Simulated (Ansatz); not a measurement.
## Al2BH5O: geometry relaxation (part 2 of 2)

Continued. System: Al2BH5O, SMILES [BH2][Al]([OH])[AlH2]. Method: RKS B3LYP-D4/def2-SVP (Ansatz 0.2.0). It belongs to a series of runs on one base structure; here: end point A relaxed.

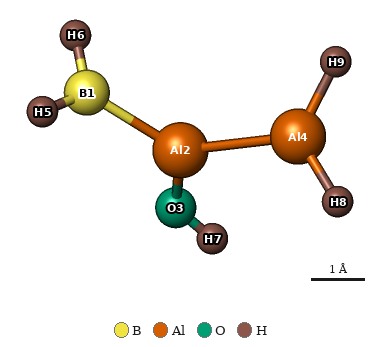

The geometry at step 26 of the log (ball-and-stick view, seen at a tilt; atoms are numbered from 1 in the order of the input).

Trajectory as extended XYZ, continued:
```
9
Properties=species:S:1:pos:R:3:forces:R:3 step=12 energy=-15993.11992
B    -0.1942    1.9201   -0.9356    0.0159   0.1299  -0.0990
Al    0.4075    0.0013   -0.2930    0.0724  -0.2146   0.0774
O     1.8858   -0.5970   -0.8652    0.4781  -0.1720  -0.2067
Al   -0.9948   -1.4135    1.4030   -0.0590  -0.0744   0.0836
H    -0.9299    2.1177   -1.8792   -0.0082  -0.0147   0.0242
H     0.1214    2.9265   -0.3378   -0.0162  -0.0016   0.0147
H     2.6244   -1.1986   -1.0152   -0.5550   0.2875   0.1962
H    -1.0343   -3.0229    1.3617   -0.0132   0.1344   0.0115
H    -1.8859   -0.7337    2.5614    0.0852  -0.0746  -0.1018
9
Properties=species:S:1:pos:R:3:forces:R:3 step=13 energy=-15993.17113
B    -0.1918    1.9192   -0.9516   -0.0629  -0.0543   0.0569
Al    0.4302   -0.0070   -0.2907   -0.0876   0.1099   0.0316
O     1.9432   -0.4734   -0.9280    0.7228  -0.6618  -0.0726
Al   -0.9790   -1.4367    1.3973   -0.0439  -0.1319   0.1063
H    -0.9308    2.0790   -1.8991    0.0202   0.0264  -0.0059
H     0.0996    2.9385   -0.3617    0.0054  -0.0254  -0.0316
H     2.5590   -1.2294   -0.8928   -0.6702   0.6171   0.0657
H    -1.1628   -3.0351    1.2997    0.0253   0.1595  -0.0188
H    -1.7674   -0.7551    2.6268    0.0908  -0.0396  -0.1317
9
Properties=species:S:1:pos:R:3:forces:R:3 step=14 energy=-15993.19420
B    -0.2233    1.9204   -0.9921    0.0422   0.0995   0.1010
Al    0.4265    0.0307   -0.2775   -0.0683  -0.0257  -0.0488
O     1.9827   -0.4204   -0.8480    0.1856  -0.3157  -0.0817
Al   -0.9172   -1.4659    1.3837   -0.1178   0.0327   0.0084
H    -0.9893    2.1143   -1.9106    0.0199  -0.0368   0.0186
H     0.1516    2.9266   -0.4242   -0.0538   0.0013  -0.0574
H     2.4065   -1.2859   -0.7763   -0.0946   0.2575   0.0528
H    -1.1811   -3.0355    1.2151    0.0494   0.0254  -0.0041
H    -1.6564   -0.7844    2.6299    0.0373  -0.0382   0.0112
9
Properties=species:S:1:pos:R:3:forces:R:3 step=15 energy=-15993.11364 accepted=F
B    -0.2053    1.9509   -0.9815    0.0929  -0.0711  -0.1789
Al    0.3821    0.0067   -0.3715    0.0547   0.1143   0.0133
O     1.9454   -0.5089   -0.9158   -0.2283  -0.0626   0.2480
Al   -1.0917   -1.4083    1.3092    0.7157  -0.1351   0.1428
H    -0.9542    2.1312   -1.9131   -0.0874   0.0150  -0.0546
H     0.1164    2.9694   -0.4165    0.0090   0.0156   0.1165
H     2.4354   -1.2924   -0.6390   -0.1307   0.0744  -0.0928
H    -1.0553   -3.0046    1.2004   -0.2379  -0.0039  -0.0596
H    -1.5728   -0.8441    2.7278   -0.1881   0.0534  -0.1347
9
Properties=species:S:1:pos:R:3:forces:R:3 step=16 energy=-15993.20814
B    -0.2086    1.9408   -0.9785   -0.0172   0.0603   0.0029
Al    0.4269    0.0378   -0.2911    0.0146  -0.0264  -0.0471
O     1.9513   -0.4738   -0.9061    0.0393  -0.0592   0.0340
Al   -0.9300   -1.4465    1.3761   -0.0083   0.0163   0.0297
H    -0.9247    2.0996   -1.9435    0.0074  -0.0120   0.0116
H     0.0667    2.9651   -0.3904   -0.0039  -0.0193  -0.0114
H     2.4037   -1.3041   -0.7258   -0.0437   0.0501  -0.0069
H    -1.1572   -3.0184    1.1982    0.0088   0.0012  -0.0165
H    -1.6281   -0.8005    2.6612    0.0031  -0.0111   0.0036
9
Properties=species:S:1:pos:R:3:forces:R:3 step=17 energy=-15993.20949
B    -0.2107    1.9459   -0.9871   -0.0226   0.0491  -0.0260
Al    0.4306    0.0434   -0.3048   -0.0200  -0.0233   0.0435
O     1.9641   -0.4791   -0.8853    0.0052   0.0020  -0.0098
Al   -0.9280   -1.4400    1.3740    0.0080   0.0241  -0.0238
H    -0.9522    2.0988   -1.9341    0.0127  -0.0123   0.0106
H     0.0734    2.9741   -0.4107    0.0022  -0.0233   0.0010
H     2.3930   -1.3187   -0.6979    0.0044  -0.0117   0.0047
H    -1.1639   -3.0072    1.1656    0.0046  -0.0014  -0.0056
H    -1.6063   -0.8174    2.6803    0.0054  -0.0032   0.0054
9
Properties=species:S:1:pos:R:3:forces:R:3 step=18 energy=-15993.20949
B    -0.2101    1.9573   -0.9946    0.0025   0.0401  -0.0209
Al    0.4190    0.0566   -0.2908    0.0281   0.0214  -0.0341
O     1.9470   -0.4887   -0.8728   -0.0325   0.0135   0.0109
Al   -0.9213   -1.4332    1.3746   -0.0100  -0.0201   0.0265
H    -0.9405    2.1034   -1.9514    0.0088  -0.0119   0.0172
H     0.0766    2.9900   -0.4274   -0.0051  -0.0241  -0.0017
H     2.3481   -1.3393   -0.6725    0.0215  -0.0090  -0.0034
H    -1.1239   -3.0010    1.1358   -0.0120  -0.0019   0.0067
H    -1.5948   -0.8452    2.6991   -0.0013  -0.0080  -0.0013
9
Properties=species:S:1:pos:R:3:forces:R:3 step=19 energy=-15993.20712 accepted=F
B    -0.1999    1.9634   -1.0098   -0.0776  -0.1468   0.1222
Al    0.4154    0.0623   -0.2982    0.0834  -0.0556  -0.0103
O     1.9439   -0.4924   -0.8639    0.0122   0.0295  -0.0218
Al   -0.9215   -1.4340    1.3764   -0.0402   0.0169  -0.0047
H    -0.9422    2.0962   -1.9521   -0.0201   0.0480  -0.1065
H     0.0631    2.9825   -0.4193    0.0494   0.1071   0.0018
H     2.3771   -1.3298   -0.6769   -0.0258  -0.0003   0.0145
H    -1.1587   -2.9964    1.1316    0.0097   0.0004  -0.0052
H    -1.5772   -0.8517    2.7121    0.0089   0.0008   0.0098
9
Properties=species:S:1:pos:R:3:forces:R:3 step=20 energy=-15993.20997
B    -0.2115    1.9580   -0.9959    0.0254  -0.0074  -0.0171
Al    0.4196    0.0574   -0.2945    0.0073  -0.0166   0.0065
O     1.9478   -0.4874   -0.8730   -0.0099   0.0185  -0.0036
Al   -0.9230   -1.4353    1.3767   -0.0063  -0.0034   0.0040
H    -0.9393    2.1017   -1.9531   -0.0128   0.0029  -0.0037
H     0.0758    2.9872   -0.4263   -0.0054   0.0109   0.0100
H     2.3628   -1.3322   -0.6770    0.0030  -0.0034   0.0016
H    -1.1408   -3.0013    1.1388   -0.0036  -0.0011  -0.0001
H    -1.5913   -0.8481    2.7041    0.0023  -0.0004   0.0024
9
Properties=species:S:1:pos:R:3:forces:R:3 step=21 energy=-15993.21003
B    -0.2130    1.9581   -1.0005    0.0352  -0.0512   0.0119
Al    0.4207    0.0538   -0.2905    0.0027   0.0407  -0.0264
O     1.9526   -0.4824   -0.8698   -0.0270   0.0083   0.0099
Al   -0.9248   -1.4384    1.3801   -0.0007  -0.0060   0.0008
H    -0.9354    2.1018   -1.9617   -0.0122  -0.0075  -0.0084
H     0.0688    2.9890   -0.4309    0.0014   0.0052   0.0128
H     2.3712   -1.3262   -0.6756   -0.0004   0.0068   0.0009
H    -1.1668   -2.9990    1.1293   -0.0029   0.0007  -0.0020
H    -1.5733   -0.8567    2.7196    0.0039   0.0030   0.0005
9
Properties=species:S:1:pos:R:3:forces:R:3 step=22 energy=-15993.21024
B    -0.2108    1.9541   -1.0013    0.0006  -0.0401   0.0174
Al    0.4201    0.0518   -0.2939   -0.0067   0.0199  -0.0008
O     1.9541   -0.4789   -0.8694   -0.0017  -0.0048   0.0022
Al   -0.9300   -1.4387    1.3790    0.0190   0.0055  -0.0135
H    -0.9395    2.0966   -1.9578   -0.0047   0.0034  -0.0146
H     0.0698    2.9833   -0.4283    0.0058   0.0128   0.0046
H     2.3802   -1.3189   -0.6758   -0.0032   0.0040   0.0014
H    -1.1772   -2.9982    1.1257   -0.0087   0.0052   0.0046
H    -1.5666   -0.8511    2.7218   -0.0004  -0.0059  -0.0014
9
Properties=species:S:1:pos:R:3:forces:R:3 step=23 energy=-15993.21044
B    -0.2141    1.9522   -1.0029    0.0029   0.0073  -0.0009
Al    0.4213    0.0560   -0.2913   -0.0072  -0.0227  -0.0041
O     1.9518   -0.4810   -0.8694    0.0123   0.0112   0.0026
Al   -0.9232   -1.4394    1.3778   -0.0043   0.0240   0.0046
H    -0.9177    2.0935   -1.9789   -0.0020  -0.0036   0.0021
H     0.0410    2.9821   -0.4179    0.0009  -0.0008  -0.0012
H     2.3800   -1.3172   -0.6650   -0.0027   0.0000  -0.0024
H    -1.2066   -2.9895    1.1119   -0.0023  -0.0082  -0.0032
H    -1.5326   -0.8568    2.7356    0.0023  -0.0071   0.0024
9
Properties=species:S:1:pos:R:3:forces:R:3 step=24 energy=-15993.21076
B    -0.2157    1.9480   -1.0068   -0.0059   0.0158  -0.0043
Al    0.4206    0.0533   -0.2932   -0.0030  -0.0060   0.0080
O     1.9585   -0.4725   -0.8616    0.0097  -0.0049  -0.0016
Al   -0.9250   -1.4381    1.3782   -0.0122   0.0025   0.0124
H    -0.9123    2.0879   -1.9886    0.0034  -0.0005   0.0094
H     0.0314    2.9782   -0.4178   -0.0013  -0.0108  -0.0090
H     2.3882   -1.3093   -0.6628   -0.0010   0.0049   0.0005
H    -1.2392   -2.9807    1.0986    0.0005   0.0008  -0.0053
H    -1.5065   -0.8669    2.7540    0.0098  -0.0019  -0.0101
9
Properties=species:S:1:pos:R:3:forces:R:3 step=25 energy=-15993.21082
B    -0.2223    1.9399   -1.0151   -0.0010   0.0148  -0.0086
Al    0.4197    0.0483   -0.2925   -0.0035   0.0133   0.0107
O     1.9689   -0.4590   -0.8473    0.0095  -0.0259   0.0028
Al   -0.9304   -1.4406    1.3788   -0.0202  -0.0276   0.0304
H    -0.9011    2.0761   -2.0106    0.0085  -0.0005   0.0246
H     0.0081    2.9714   -0.4200   -0.0073  -0.0247  -0.0177
H     2.4106   -1.2898   -0.6480   -0.0122   0.0222  -0.0004
H    -1.3176   -2.9639    1.0601    0.0065   0.0613   0.0192
H    -1.4359   -0.8823    2.7946    0.0199  -0.0330  -0.0609
9
Properties=species:S:1:pos:R:3:forces:R:3 step=26 energy=-15993.21114
B    -0.2196    1.9418   -1.0158   -0.0211   0.0071   0.0064
Al    0.4212    0.0505   -0.2926    0.0050   0.0080  -0.0007
O     1.9678   -0.4621   -0.8500    0.0077  -0.0153   0.0057
Al   -0.9282   -1.4397    1.3766   -0.0220  -0.0211   0.0285
H    -0.9088    2.0773   -2.0038    0.0119  -0.0009   0.0117
H     0.0138    2.9733   -0.4230    0.0025  -0.0148  -0.0152
H     2.4086   -1.2920   -0.6456   -0.0080   0.0127  -0.0020
H    -1.3101   -2.9639    1.0669    0.0077   0.0350  -0.0001
H    -1.4447   -0.8852    2.7872    0.0163  -0.0109  -0.0343
9
Properties=species:S:1:pos:R:3:forces:R:3 step=27 energy=-15993.21162
B    -0.2237    1.9389   -1.0184    0.0028   0.0003  -0.0011
Al    0.4230    0.0528   -0.2885   -0.0030  -0.0039   0.0044
O     1.9723   -0.4576   -0.8402   -0.0003   0.0052  -0.0023
Al   -0.9287   -1.4405    1.3758   -0.0001   0.0015   0.0006
H    -0.9203    2.0685   -2.0010   -0.0018  -0.0012   0.0017
H     0.0201    2.9739   -0.4377   -0.0016   0.0006  -0.0019
H     2.4129   -1.2867   -0.6340    0.0027  -0.0044   0.0025
H    -1.3359   -2.9515    1.0471   -0.0014   0.0045  -0.0023
H    -1.4197   -0.8979    2.7969    0.0028  -0.0025  -0.0017
9
Properties=species:S:1:pos:R:3:forces:R:3 step=28 energy=-15993.21202
B    -0.2309    1.9280   -1.0328   -0.0100  -0.0116   0.0195
Al    0.4295    0.0563   -0.2797    0.0097  -0.0155  -0.0027
O     1.9896   -0.4422   -0.8126   -0.0147   0.0262  -0.0086
Al   -0.9287   -1.4414    1.3737   -0.0288  -0.0253   0.0036
H    -0.9410    2.0395   -2.0071   -0.0015   0.0002  -0.0167
H     0.0111    2.9713   -0.4678    0.0050   0.0171   0.0011
H     2.4377   -1.2642   -0.5968    0.0149  -0.0238   0.0078
H    -1.4469   -2.9077    0.9799    0.0183   0.0642   0.0305
H    -1.3203   -0.9397    2.8433    0.0072  -0.0315  -0.0346
9
Properties=species:S:1:pos:R:3:forces:R:3 step=29 energy=-15993.21229
B    -0.2352    1.9261   -1.0332    0.0335  -0.0055  -0.0150
Al    0.4305    0.0566   -0.2790   -0.0082   0.0006   0.0061
O     1.9925   -0.4383   -0.8096   -0.0225   0.0239  -0.0031
Al   -0.9339   -1.4366    1.3718   -0.0041  -0.0515   0.0208
H    -0.9443    2.0342   -2.0086   -0.0151  -0.0011  -0.0065
H     0.0167    2.9729   -0.4791   -0.0096   0.0125   0.0124
H     2.4432   -1.2580   -0.5902    0.0147  -0.0229   0.0055
H    -1.4635   -2.8960    0.9740    0.0071   0.0479   0.0095
H    -1.3060   -0.9609    2.8540    0.0042  -0.0039  -0.0297
9
Properties=species:S:1:pos:R:3:forces:R:3 step=30 energy=-15993.21255
B    -0.2354    1.9249   -1.0343    0.0189  -0.0028  -0.0097
Al    0.4320    0.0569   -0.2775    0.0042  -0.0067   0.0111
O     1.9950   -0.4366   -0.8067   -0.0172   0.0220  -0.0072
Al   -0.9284   -1.4397    1.3733   -0.0178  -0.0150  -0.0019
H    -0.9507    2.0296   -2.0058   -0.0091  -0.0009  -0.0070
H     0.0178    2.9736   -0.4842   -0.0063   0.0082   0.0094
H     2.4458   -1.2561   -0.5863    0.0128  -0.0188   0.0046
H    -1.4767   -2.8872    0.9672    0.0068   0.0158   0.0050
H    -1.2996   -0.9654    2.8542    0.0076  -0.0017  -0.0044
9
Properties=species:S:1:pos:R:3:forces:R:3 step=31 energy=-15993.21270
B    -0.2354    1.9230   -1.0376    0.0032  -0.0014   0.0024
Al    0.4333    0.0577   -0.2750    0.0050  -0.0050   0.0012
O     1.9977   -0.4342   -0.8018   -0.0122   0.0147  -0.0024
Al   -0.9301   -1.4402    1.3720   -0.0081  -0.0069  -0.0031
H    -0.9552    2.0231   -2.0066   -0.0009  -0.0003  -0.0077
H     0.0154    2.9740   -0.4900   -0.0030   0.0049   0.0033
H     2.4506   -1.2516   -0.5777    0.0099  -0.0137   0.0019
H    -1.4982   -2.8767    0.9552    0.0034   0.0140   0.0077
H    -1.2780   -0.9751    2.8614    0.0028  -0.0063  -0.0033
9
Properties=species:S:1:pos:R:3:forces:R:3 step=32 energy=-15993.21289
B    -0.2371    1.9191   -1.0431   -0.0116   0.0049   0.0084
Al    0.4363    0.0586   -0.2711    0.0062   0.0017  -0.0076
O     2.0044   -0.4276   -0.7924   -0.0037  -0.0061   0.0061
Al   -0.9320   -1.4405    1.3703   -0.0081  -0.0075   0.0115
H    -0.9596    2.0104   -2.0116    0.0104  -0.0002  -0.0017
H     0.0083    2.9745   -0.5008   -0.0020  -0.0060  -0.0040
H     2.4611   -1.2420   -0.5635    0.0004   0.0043  -0.0039
H    -1.5447   -2.8533    0.9345    0.0052   0.0205   0.0101
H    -1.2367   -0.9992    2.8777    0.0032  -0.0116  -0.0189
9
Properties=species:S:1:pos:R:3:forces:R:3 step=33 energy=-15993.21302
B    -0.2388    1.9166   -1.0463   -0.0133   0.0090   0.0057
Al    0.4380    0.0593   -0.2688    0.0050   0.0050  -0.0096
O     2.0085   -0.4232   -0.7865    0.0014  -0.0183   0.0106
Al   -0.9327   -1.4407    1.3696   -0.0089  -0.0083   0.0206
H    -0.9600    2.0026   -2.0167    0.0146  -0.0005   0.0039
H     0.0025    2.9749   -0.5070   -0.0034  -0.0125  -0.0062
H     2.4676   -1.2359   -0.5549   -0.0059   0.0159  -0.0073
H    -1.5750   -2.8369    0.9228    0.0064   0.0217   0.0092
H    -1.2100   -1.0167    2.8879    0.0041  -0.0120  -0.0269
9
Properties=species:S:1:pos:R:3:forces:R:3 step=34 energy=-15993.21322
B    -0.2416    1.9133   -1.0507   -0.0104   0.0114  -0.0018
Al    0.4398    0.0603   -0.2662    0.0026   0.0079  -0.0082
O     2.0136   -0.4174   -0.7784    0.0050  -0.0288   0.0133
Al   -0.9333   -1.4405    1.3693   -0.0119  -0.0141   0.0297
H    -0.9556    1.9926   -2.0274    0.0162  -0.0006   0.0107
H    -0.0096    2.9748   -0.5131   -0.0054  -0.0169  -0.0061
H     2.4755   -1.2278   -0.5439   -0.0111   0.0263  -0.0097
H    -1.6172   -2.8125    0.9084    0.0095   0.0257   0.0084
H    -1.1716   -1.0429    2.9020    0.0055  -0.0108  -0.0362
9
Properties=species:S:1:pos:R:3:forces:R:3 step=35 energy=-15993.21346
B    -0.2444    1.9102   -1.0554   -0.0073   0.0100  -0.0076
Al    0.4409    0.0616   -0.2638    0.0011   0.0059  -0.0073
O     2.0170   -0.4130   -0.7718    0.0051  -0.0264   0.0136
Al   -0.9330   -1.4402    1.3698   -0.0182  -0.0215   0.0328
H    -0.9451    1.9838   -2.0421    0.0150  -0.0002   0.0143
H    -0.0274    2.9733   -0.5151   -0.0057  -0.0154  -0.0050
H     2.4824   -1.2199   -0.5321   -0.0108   0.0253  -0.0098
H    -1.6596   -2.7864    0.8949    0.0154   0.0340   0.0122
H    -1.1308   -1.0695    2.9156    0.0054  -0.0117  -0.0432
9
Properties=species:S:1:pos:R:3:forces:R:3 step=36 energy=-15993.21368
B    -0.2461    1.9076   -1.0611   -0.0126   0.0042  -0.0055
Al    0.4398    0.0613   -0.2657    0.0100   0.0097   0.0050
O     2.0206   -0.4080   -0.7638   -0.0066  -0.0148   0.0021
Al   -0.9317   -1.4390    1.3710   -0.0316  -0.0352   0.0293
H    -0.9290    1.9796   -2.0600    0.0115   0.0020   0.0092
H    -0.0494    2.9695   -0.5112   -0.0016  -0.0102  -0.0048
H     2.4866   -1.2141   -0.5246    0.0000   0.0111  -0.0020
H    -1.6958   -2.7621    0.8886    0.0212   0.0377   0.0107
H    -1.0949   -1.0948    2.9268    0.0098  -0.0044  -0.0440
9
Properties=species:S:1:pos:R:3:forces:R:3 step=37 energy=-15993.21340 accepted=F
B    -0.2543    1.9026   -1.0652    0.0344   0.0251  -0.0436
Al    0.4384    0.0639   -0.2603   -0.0165  -0.0254  -0.0070
O     2.0179   -0.4063   -0.7614   -0.0075   0.0203   0.0081
Al   -0.9338   -1.4414    1.3706   -0.0239  -0.0391   0.0401
H    -0.8913    1.9730   -2.0949    0.0009  -0.0021   0.0391
H    -0.0894    2.9633   -0.5025   -0.0203  -0.0106  -0.0032
H     2.4954   -1.1995   -0.5039    0.0048  -0.0092  -0.0021
H    -1.7586   -2.7260    0.8768    0.0342   0.0631   0.0285
H    -1.0242   -1.1295    2.9409   -0.0061  -0.0222  -0.0598
9
Properties=species:S:1:pos:R:3:forces:R:3 step=38 energy=-15993.21388
B    -0.2463    1.9053   -1.0654   -0.0298   0.0070   0.0149
Al    0.4400    0.0624   -0.2638    0.0119  -0.0079  -0.0125
O     2.0190   -0.4096   -0.7647   -0.0015   0.0020   0.0077
Al   -0.9304   -1.4411    1.3707   -0.0292  -0.0122   0.0184
H    -0.9093    1.9768   -2.0774    0.0145   0.0013   0.0036
H    -0.0769    2.9647   -0.5016    0.0059  -0.0076  -0.0124
H     2.4920   -1.2075   -0.5130    0.0024  -0.0013  -0.0034
H    -1.7286   -2.7414    0.8839    0.0209   0.0294   0.0109
H    -1.0595   -1.1097    2.9314    0.0049  -0.0107  -0.0271
9
Properties=species:S:1:pos:R:3:forces:R:3 step=39 energy=-15993.21393
B    -0.2534    1.9017   -1.0667    0.0251   0.0283  -0.0294
Al    0.4359    0.0607   -0.2642   -0.0103  -0.0075   0.0043
O     2.0177   -0.4059   -0.7610   -0.0062   0.0097   0.0037
Al   -0.9347   -1.4395    1.3729    0.0069  -0.0168   0.0034
H    -0.8821    1.9769   -2.1006   -0.0019  -0.0019   0.0278
H    -0.0988    2.9599   -0.4954   -0.0146  -0.0178  -0.0075
H     2.4951   -1.2001   -0.5065    0.0044  -0.0062  -0.0005
H    -1.7563   -2.7214    0.8818    0.0020   0.0159   0.0080
H    -1.0233   -1.1323    2.9398   -0.0055  -0.0037  -0.0099
9
Properties=species:S:1:pos:R:3:forces:R:3 step=40 energy=-15993.21410
B    -0.2505    1.9026   -1.0670   -0.0023   0.0146  -0.0102
Al    0.4376    0.0607   -0.2648    0.0030  -0.0036   0.0022
O     2.0202   -0.4054   -0.7597   -0.0050   0.0028   0.0015
Al   -0.9323   -1.4406    1.3720   -0.0098  -0.0100   0.0057
H    -0.8937    1.9759   -2.0918    0.0053  -0.0006   0.0148
H    -0.0913    2.9612   -0.4986   -0.0035  -0.0110  -0.0073
H     2.4949   -1.2027   -0.5091    0.0037  -0.0021  -0.0002
H    -1.7504   -2.7253    0.8822    0.0075   0.0140   0.0059
H    -1.0345   -1.1265    2.9369    0.0011  -0.0042  -0.0123
```

This output came from the following input.

Input file:
```yaml
crystal:
  periodic: [false, false, false]
  atoms:
    - { symbol: B, position_ang: [-0.0478, 2.12748, -1.02528] }
    - { symbol: Al, position_ang: [-0.05211, 0.26211, -0.0867] }
    - { symbol: O, position_ang: [1.27361, -0.5836, -0.63015] }
    - { symbol: Al, position_ang: [-1.01887, -1.50449, 1.49418] }
    - { symbol: H, position_ang: [-0.41053, 2.23885, -2.14246] }
    - { symbol: H, position_ang: [0.69787, 2.97734, -0.68841] }
    - { symbol: H, position_ang: [2.02831, -1.06567, -0.94432] }
    - { symbol: H, position_ang: [-0.26276, -2.90495, 1.48146] }
    - { symbol: H, position_ang: [-2.20771, -1.54707, 2.54168] }
basis:
  gaussian: { orbitals: def2-SVP }
hamiltonian:
  xc: b3lyp
  dispersion: d4
relax:
  f_tol: 0.015
  max_steps: 40
```

Run as:
```bash
ansatz run input.yaml --threads 1 --pin off --max-ram 2048MiB --backend cpu --events-out ev --progress --plain --runs-dir out
```

Summary:

```json
{"quantity": "outcome", "value": "converged"}
{"quantity": "total energy", "value": "−15993.2144 eV"}
{"quantity": "mean-field energy", "value": "−15992.9846 eV"}
{"quantity": "largest force (length of the vector) at the end", "value": "0.018 eV/Å"}
{"quantity": "hardware", "value": "1 thread of Arm Neoverse V1, 24 GiB of memory available, shared host"}
{"quantity": "wall time", "value": "2.6 min"}
{"quantity": "peak memory", "value": "0.17 GiB"}
```
